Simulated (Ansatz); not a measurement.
The calculation's input:

```
crystal:
  periodic: [false, false, false]
  atoms:
    - {symbol: C, position_ang: [-0.925420, 1.365782, 1.115787]}
    - {symbol: O, position_ang: [-0.027966, 0.460888, 0.548042]}
    - {symbol: In, position_ang: [-0.210704, -0.540338, -1.187460]}
    - {symbol: N, position_ang: [1.495835, -1.666058, -1.512081]}
    - {symbol: H, position_ang: [-1.927627, 0.941264, 1.268224]}
    - {symbol: H, position_ang: [-0.545422, 1.662739, 2.101170]}
    - {symbol: H, position_ang: [-1.038632, 2.282559, 0.520875]}
    - {symbol: H, position_ang: [1.371525, -2.398102, -2.202262]}
    - {symbol: H, position_ang: [1.808421, -2.108734, -0.652285]}
basis:
  gaussian: {orbitals: def2-TZVPP}
magnetization: {spin_polarized: true, initial_magnetization: 1}
hamiltonian: {xc: pbe0, dispersion: d4}
output: {orbitals: {seedname: orbitals}}
```

Launched as:

```sh
ansatz run in.yaml --threads 4 --pin off --events-out ev --progress --plain --max-ram 10444MiB
```

Geometry: PBE0-D4/def2-TZVP; core potentials replace the inner electrons of In.

The calculation used UKS PBE0-D4/def2-TZVPP (Ansatz).

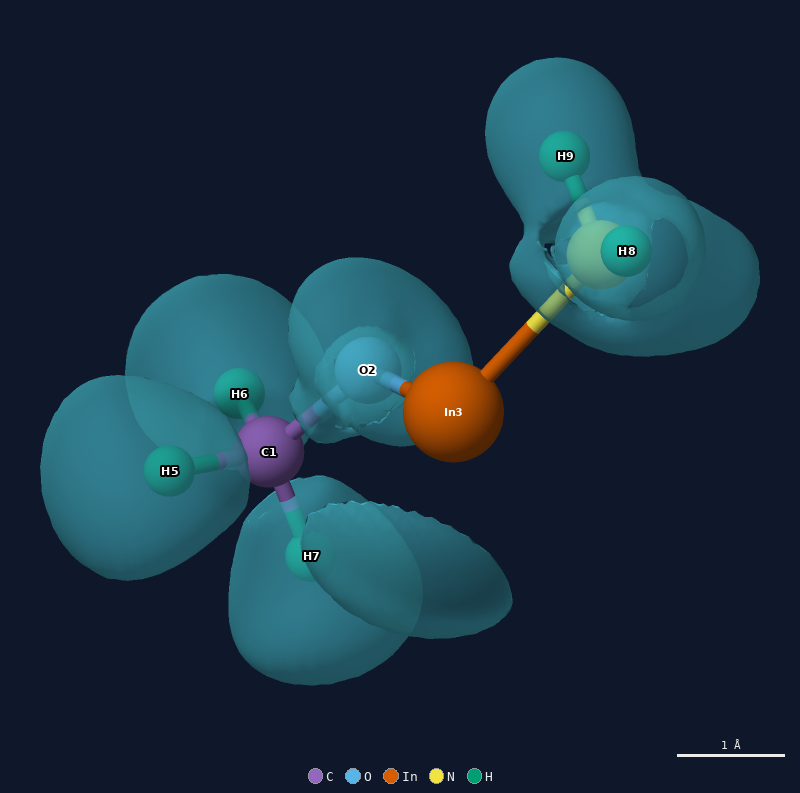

CH$_{5}$InNO (doublet). Isosurface of the ELF at 0.75 (cyan), seen at an oblique angle. Core shells and regions of very low density are left out.

What do the ELF domains correspond to?

The surface consists of three regions around hydrogen nuclei, one region on O in which the atom's valence shell and bonds are merged, one lobe on In, pointing away from the bonds (non-bonding electrons) and one joined region spread over several atoms (H, N), in which their bonds and any lone pairs are merged. Along the contacts the grid gives the following. C–O (1.40 Å): the ELF peaks at about 0.85 between the atoms (a polar covalent bond). In–O (2.01 Å): the ELF peaks at about 0.85 in the valence shell of O, 0.6 Å from its nucleus, and drops to about 0.15 between the two atoms.
